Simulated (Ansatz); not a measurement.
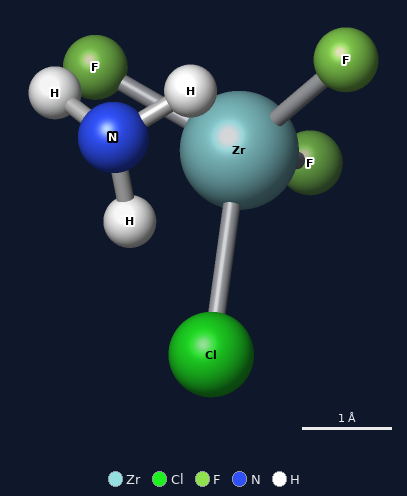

Fig. 1: The structure as given in the input (ball-and-stick view, seen at an oblique angle). Sticks mark near contacts.

Geometry relaxation, with input and output: ZrNH₃ClF₃ (part 1 of 2)

The run: geometry relaxation of ZrNH₃ClF₃. Method and program: RKS PBE/def2-SVP (Ansatz 0.2.0).

It belongs to a series of runs on one base structure; here: end point A relaxed.

**The input**
```yaml
crystal:
  periodic: [false, false, false]
  atoms:
    - { symbol: Zr, position_ang: [0.166621, 0.024812, 0.027257] }
    - { symbol: Cl, position_ang: [0.39954, -0.213611, 2.485448] }
    - { symbol: F, position_ang: [1.923799, 0.057152, -0.688051] }
    - { symbol: F, position_ang: [-0.633832, 1.668964, -0.503554] }
    - { symbol: F, position_ang: [-0.698163, -1.454386, -0.802965] }
    - { symbol: "N", position_ang: [-2.93975, -0.025688, 1.409424] }
    - { symbol: H, position_ang: [-2.959528, -0.803953, 0.742477] }
    - { symbol: H, position_ang: [-2.892975, 0.871236, 0.915113] }
    - { symbol: H, position_ang: [-2.137612, -0.124526, 2.066751] }
basis:
  gaussian: { orbitals: def2-SVP }
hamiltonian:
  xc: pbe
relax:
  f_tol: 0.03
  max_steps: 50
output:
  orbitals: {}
```

Command:
```bash
ansatz run input.yaml --threads 4 --pin off --max-ram 5120MiB --backend cpu --events-out ev --progress --plain --runs-dir out
```

**The program's output**
```
The last accepted step is kept in [file] (removed where the run ends without a failure and the disk answers)
Engine: ansatz 0.2.0, x86_64-unknown-linux-gnu
Functional definition: PBE
  parameter kappa = 0.804
  parameter beta = 0.06672455060314922
  exchange = pbe_x(kappa = kappa, mu = beta*pi^2/3)
  correlation = pbe_c(beta = beta)
1263 factors; their error is unknown
mean field evaluation 1: about -23464.4416 eV, gradient 8.1e1 eV
mean field evaluation 2: about -23317.1765 eV, gradient 2.6e2 eV
mean field evaluation 4: about -23475.3340 eV, gradient 2.1e1 eV
mean field evaluation 8: about -23476.2811 eV, gradient 2.6e-1 eV
mean field evaluation 16: about -23476.2223 eV, gradient 2.5e-3 eV
mean field -23476.22226851 eV, -862.7352556128 hartree, gradient 2.5e-5 eV, S^2 0.000000; 0 other end points of the search recorded, 0 dependent functions left out
the calculation of the forces begins
reference -23476.22234783 eV, -862.7352585276 hartree; 33, 33 occupied and 87, 87 virtual orbitals, 1263 factors
relax step   1: F+E_penalty+E_count = -23476.22226851 eV  Δ(F+E_penalty+E_count) = +0.000e0 eV  max|allowed force component| = 1.283e0 eV/Å  Δτ_max = 0.0000 Å  (31 SCF iters, accepted)
these checks for a lower state are left out or cut short: starts, cluster_reference, orbital_swaps, neighbouring_geometries, increment
1263 factors; their error is unknown
mean field -23476.33758928 eV, -862.7394935727 hartree, gradient 2.7e-5 eV, S^2 0.000000; 0 other end points of the search recorded, 0 dependent functions left out
the calculation of the forces begins
reference -23476.33766998 eV, -862.7394965386 hartree; 33, 33 occupied and 87, 87 virtual orbitals, 1263 factors
relax step   2: F+E_penalty+E_count = -23476.33758928 eV  Δ(F+E_penalty+E_count) = -1.153e-1 eV  max|allowed force component| = 1.039e0 eV/Å  Δτ_max = 0.1950 Å  (34 SCF iters, accepted)
these checks for a lower state are left out or cut short: starts, cluster_reference, orbital_swaps, neighbouring_geometries, increment
1263 factors; their error is unknown
mean field evaluation 32: about -23476.4671 eV, gradient 3.3e-1 eV
mean field -23476.41026376 eV, -862.7421643106 hartree, gradient 2.3e-5 eV, S^2 0.000000; 0 other end points of the search recorded, 0 dependent functions left out
the calculation of the forces begins
reference -23476.41034517 eV, -862.7421673026 hartree; 33, 33 occupied and 87, 87 virtual orbitals, 1263 factors
relax step   3: F+E_penalty+E_count = -23476.41026376 eV  Δ(F+E_penalty+E_count) = -7.267e-2 eV  max|allowed force component| = 9.842e-1 eV/Å  Δτ_max = 0.1913 Å  (34 SCF iters, accepted)
these checks for a lower state are left out or cut short: starts, cluster_reference, orbital_swaps, neighbouring_geometries, increment
1263 factors; their error is unknown
mean field -23476.43079558 eV, -862.7429188413 hartree, gradient 2.5e-5 eV, S^2 0.000000; 0 other end points of the search recorded, 0 dependent functions left out
the calculation of the forces begins
reference -23476.43087729 eV, -862.7429218439 hartree; 33, 33 occupied and 87, 87 virtual orbitals, 1263 factors
relax step   4: F+E_penalty+E_count = -23476.43079558 eV  Δ(F+E_penalty+E_count) = -2.053e-2 eV  max|allowed force component| = 9.192e-1 eV/Å  Δτ_max = 0.1417 Å  (29 SCF iters, accepted)
these checks for a lower state are left out or cut short: starts, cluster_reference, orbital_swaps, neighbouring_geometries, increment
1263 factors; their error is unknown
mean field -23476.45824866 eV, -862.7439277234 hartree, gradient 1.9e-5 eV, S^2 0.000000; 0 other end points of the search recorded, 0 dependent functions left out
the calculation of the forces begins
reference -23476.45833046 eV, -862.7439307294 hartree; 33, 33 occupied and 87, 87 virtual orbitals, 1263 factors
relax step   5: F+E_penalty+E_count = -23476.45824866 eV  Δ(F+E_penalty+E_count) = -2.745e-2 eV  max|allowed force component| = 1.181e0 eV/Å  Δτ_max = 0.1177 Å  (29 SCF iters, accepted)
these checks for a lower state are left out or cut short: starts, cluster_reference, orbital_swaps, neighbouring_geometries, increment
1263 factors; their error is unknown
mean field -23476.66422363 eV, -862.7514971638 hartree, gradient 1.9e-5 eV, S^2 0.000000; 0 other end points of the search recorded, 0 dependent functions left out
the calculation of the forces begins
reference -23476.66430588 eV, -862.7515001863 hartree; 33, 33 occupied and 87, 87 virtual orbitals, 1263 factors
relax step   6: F+E_penalty+E_count = -23476.66422363 eV  Δ(F+E_penalty+E_count) = -2.060e-1 eV  max|allowed force component| = 1.460e0 eV/Å  Δτ_max = 0.1549 Å  (34 SCF iters, accepted)
these checks for a lower state are left out or cut short: starts, cluster_reference, orbital_swaps, neighbouring_geometries, increment
1263 factors; their error is unknown
mean field evaluation 64: about -23476.9274 eV, gradient 1.5e-1 eV
mean field -23476.92745679 eV, -862.7611708041 hartree, gradient 2.1e-5 eV, S^2 0.000000; 0 other end points of the search recorded, 0 dependent functions left out
the calculation of the forces begins
reference -23476.92753863 eV, -862.7611738118 hartree; 33, 33 occupied and 87, 87 virtual orbitals, 1263 factors
relax step   7: F+E_penalty+E_count = -23476.92745679 eV  Δ(F+E_penalty+E_count) = -2.632e-1 eV  max|allowed force component| = 1.794e0 eV/Å  Δτ_max = 0.1951 Å  (34 SCF iters, accepted)
these checks for a lower state are left out or cut short: starts, cluster_reference, orbital_swaps, neighbouring_geometries, increment
1263 factors; their error is unknown
mean field -23477.17179943 eV, -862.7701502306 hartree, gradient 1.3e-5 eV, S^2 0.000000; 0 other end points of the search recorded, 0 dependent functions left out
the calculation of the forces begins
reference -23477.17188090 eV, -862.7701532243 hartree; 33, 33 occupied and 87, 87 virtual orbitals, 1263 factors
relax step   8: F+E_penalty+E_count = -23477.17179943 eV  Δ(F+E_penalty+E_count) = -2.443e-1 eV  max|allowed force component| = 5.147e-1 eV/Å  Δτ_max = 0.1808 Å  (29 SCF iters, accepted)
these checks for a lower state are left out or cut short: starts, cluster_reference, orbital_swaps, neighbouring_geometries, increment
1263 factors; their error is unknown
mean field -23477.18792205 eV, -862.7707427258 hartree, gradient 1.2e-5 eV, S^2 0.000000; 0 other end points of the search recorded, 0 dependent functions left out
the calculation of the forces begins
reference -23477.18800376 eV, -862.7707457286 hartree; 33, 33 occupied and 87, 87 virtual orbitals, 1263 factors
relax step   9: F+E_penalty+E_count = -23477.18792205 eV  Δ(F+E_penalty+E_count) = -1.612e-2 eV  max|allowed force component| = 1.770e-1 eV/Å  Δτ_max = 0.0611 Å  (29 SCF iters, accepted)
these checks for a lower state are left out or cut short: starts, cluster_reference, orbital_swaps, neighbouring_geometries, increment
1263 factors; their error is unknown
mean field -23477.18748328 eV, -862.7707266013 hartree, gradient 1.4e-5 eV, S^2 0.000000; 0 other end points of the search recorded, 0 dependent functions left out
the calculation of the forces begins
reference -23477.18756491 eV, -862.7707296012 hartree; 33, 33 occupied and 87, 87 virtual orbitals, 1263 factors
relax step  10: F+E_penalty+E_count = -23477.18748328 eV  Δ(F+E_penalty+E_count) = +4.388e-4 eV  max|allowed force component| = 1.334e-1 eV/Å  Δτ_max = 0.0368 Å  (29 SCF iters, rejected (line search))
these checks for a lower state are left out or cut short: starts, cluster_reference, orbital_swaps, neighbouring_geometries, increment
1263 factors; their error is unknown
mean field evaluation 96: about -23477.1893 eV, gradient 1.4e-5 eV
mean field -23477.18926168 eV, -862.7707919562 hartree, gradient 1.4e-5 eV, S^2 0.000000; 0 other end points of the search recorded, 0 dependent functions left out
the calculation of the forces begins
reference -23477.18934331 eV, -862.7707949561 hartree; 33, 33 occupied and 87, 87 virtual orbitals, 1263 factors
relax step  11: F+E_penalty+E_count = -23477.18926168 eV  Δ(F+E_penalty+E_count) = -1.340e-3 eV  max|allowed force component| = 6.623e-2 eV/Å  Δτ_max = 0.0184 Å  (29 SCF iters, accepted)
these checks for a lower state are left out or cut short: starts, cluster_reference, orbital_swaps, neighbouring_geometries, increment
1263 factors; their error is unknown
mean field -23477.18951727 eV, -862.7708013492 hartree, gradient 1.5e-5 eV, S^2 0.000000; 0 other end points of the search recorded, 0 dependent functions left out
the calculation of the forces begins
reference -23477.18959887 eV, -862.7708043477 hartree; 33, 33 occupied and 87, 87 virtual orbitals, 1263 factors
relax step  12: F+E_penalty+E_count = -23477.18951727 eV  Δ(F+E_penalty+E_count) = -2.556e-4 eV  max|allowed force component| = 3.621e-3 eV/Å  Δτ_max = 0.0089 Å  (29 SCF iters, accepted)
```

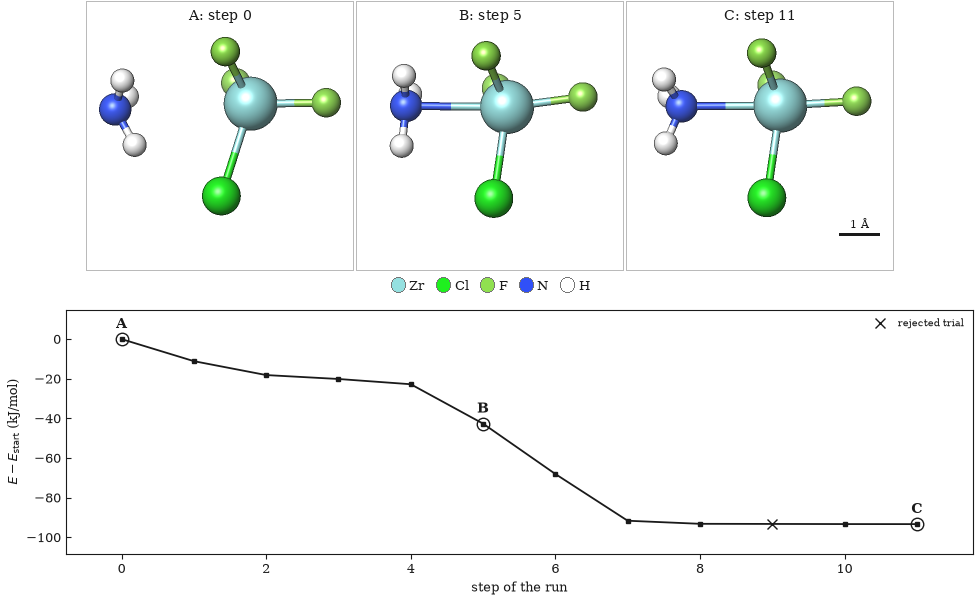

Fig. 2: Frames of the relaxation (ball-and-stick view, seen at a tilt) above the curves, on which the letters mark them (the first geometry is step 0 here and step 1 in the log).

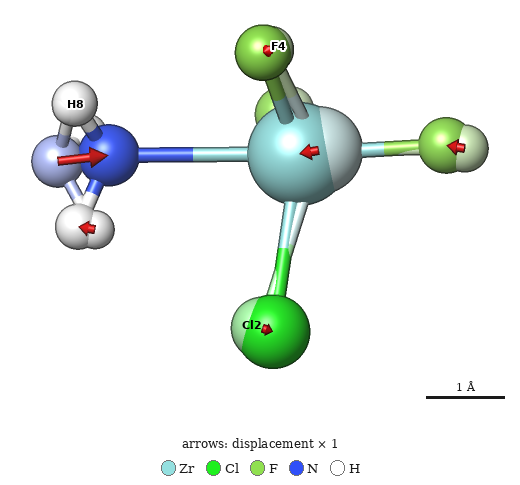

Fig. 3: Start (faint) and end (solid) with the displacements as red arrows, at true length (ball-and-stick view, seen at a tilt). The two geometries are laid on each other by the best rigid fit. N6 moves most after the best rigid fit: 0.67 Å. By element the largest moves are N 0.67 Å, Zr 0.26 Å, F 0.24 Å, H 0.22 Å, Cl 0.15 Å. Among the contacts that change: Zr1–N6 3.400 → 2.476 Å, Zr1–Cl2 2.481 → 2.396 Å, Zr1–F3 1.897 → 1.917 Å, N6–H9 1.042 → 1.030 Å. New bonds form: Zr1–N6 (3.40 → 2.48 Å). Among the angles that change: F3–Zr1–F4 105.6° → 99.0°, Cl2–Zr1–F3 106.8° → 100.4°, F4–Zr1–F5 111.0° → 116.8°. After 11 geometry steps the energy has fallen by 93.3 kJ/mol. Largest force component: 1.3 eV/Å at the start, 0.0036 eV/Å at the end. The line search rejected the trial step at point 9 (counted from 0) and went back. (Atoms are counted from 1 in the order of the input.)

```
1263 factors; their error is unknown
mean field -23477.18951727 eV, -862.7708013492 hartree, gradient 1.5e-5 eV, S^2 0.000000; 1 other end points of the search recorded, 0 dependent functions left out
the calculation of the forces begins
reference -23477.18959887 eV, -862.7708043477 hartree; 33, 33 occupied and 87, 87 virtual orbitals, 1263 factors
Total energy: -23477.18959887 eV, -862.7708043477 hartree
Atom 0 at    -0.054255     0.019346     0.168719 Å, force     0.001832    -0.001116    -0.002634 eV/Å
Atom 1 at     0.542413    -0.223583     2.476964 Å, force     0.001091    -0.000395     0.000215 eV/Å
Atom 2 at     1.685120     0.053170    -0.636640 Å, force    -0.002326     0.000423     0.001722 eV/Å
Atom 3 at    -0.688623     1.739412    -0.410785 Å, force    -0.000790     0.000647     0.000454 eV/Å
Atom 4 at    -0.773097    -1.518983    -0.733556 Å, force    -0.000381     0.000022     0.001083 eV/Å
Atom 5 at    -2.352181    -0.013499     1.090096 Å, force    -0.000070     0.000670    -0.002124 eV/Å
Atom 6 at    -2.904806    -0.798193     0.716040 Å, force     0.001765    -0.003058     0.002464 eV/Å
Atom 7 at    -2.869162     0.848622     0.865261 Å, force     0.002022     0.002485     0.002440 eV/Å
Atom 8 at    -2.357310    -0.106290     2.115801 Å, force    -0.003143     0.000322    -0.003621 eV/Å
Dipole moment:    -1.109499    -0.004121     0.327521 e Å
```

**Trajectory as extended XYZ (Å, eV, eV/Å), 12 frames, from step=1 to step=12**
```
9
Properties=species:S:1:pos:R:3:forces:R:3 step=1 energy=-23476.22227
Zr    0.1666    0.0248    0.0273   -0.1442  -0.1169   1.2833
Cl    0.3995   -0.2136    2.4854   -0.0205   0.1075  -1.1505
F     1.9238    0.0572   -0.6881    0.0029   0.0003  -0.0015
F    -0.6338    1.6690   -0.5036   -0.0017   0.0033  -0.0015
F    -0.6982   -1.4544   -0.8030   -0.0041  -0.0020   0.0002
N    -2.9398   -0.0257    1.4094    0.6809  -0.0471   0.2316
H    -2.9595   -0.8040    0.7425    0.0028  -0.0023  -0.0010
H    -2.8930    0.8712    0.9151   -0.0032   0.0010  -0.0015
H    -2.1376   -0.1245    2.0668   -0.5128   0.0562  -0.3592
9
Properties=species:S:1:pos:R:3:forces:R:3 step=2 energy=-23476.33759
Zr    0.0288    0.0187    0.1302   -0.2591   0.0761  -0.7467
Cl    0.4004   -0.2083    2.4029    0.2473  -0.1058   1.0390
F     1.7816    0.0520   -0.6009    0.1169   0.0050  -0.0768
F    -0.7541    1.6647   -0.4214   -0.0944   0.2868  -0.0224
F    -0.8204   -1.4584   -0.7201   -0.1098  -0.2680  -0.0729
N    -2.8116   -0.0211    1.3201    0.6712  -0.0326   0.0044
H    -2.7840   -0.8040    0.6577   -0.0763   0.0024   0.0474
H    -2.7272    0.8768    0.8321   -0.0812   0.0055   0.0336
H    -2.0854   -0.1205    2.0514   -0.4147   0.0306  -0.2055
```
